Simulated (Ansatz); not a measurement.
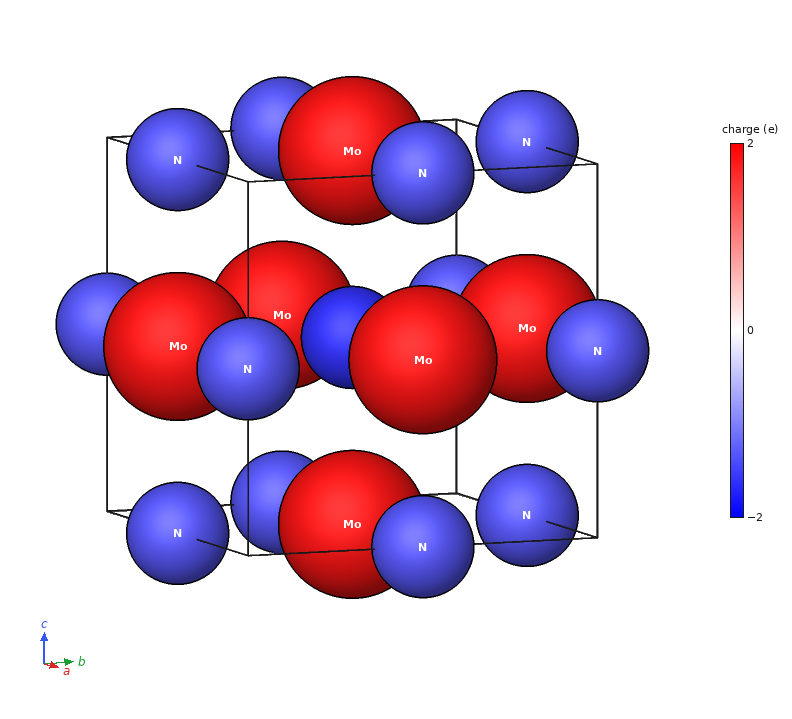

A spheres-only picture of a crystal structure, seen slightly off an axis. The lines enclose the simulation cell; boundary atoms appear with their images. The atoms of this Mo₃N₄ cell are coloured by their Bader charge.

Run with DFT, PAW plane waves, PBE (Ansatz) and these settings: a basis cut at 420 eV, an 8×8×8 mesh of k-points, Fermi-Dirac smearing of 0.1 eV, no spin polarisation. The pressure of the cell is 29 GPa.

> What charges do the elements carry?

Most positive: Mo; most negative: N. Charges: about Mo +1.8 e; N -1.6 to -1.3 e.

The geometry is that of a generated cell, made by putting these elements into a known structure type (the compound may or may not exist in this form), without relaxation. Ansatz was used for an electronic-structure calculation on it.

At this level of theory the cell isn't at rest (compressed, at 29 GPa), so its distances can differ from those at equilibrium, the more so the softer the solid.
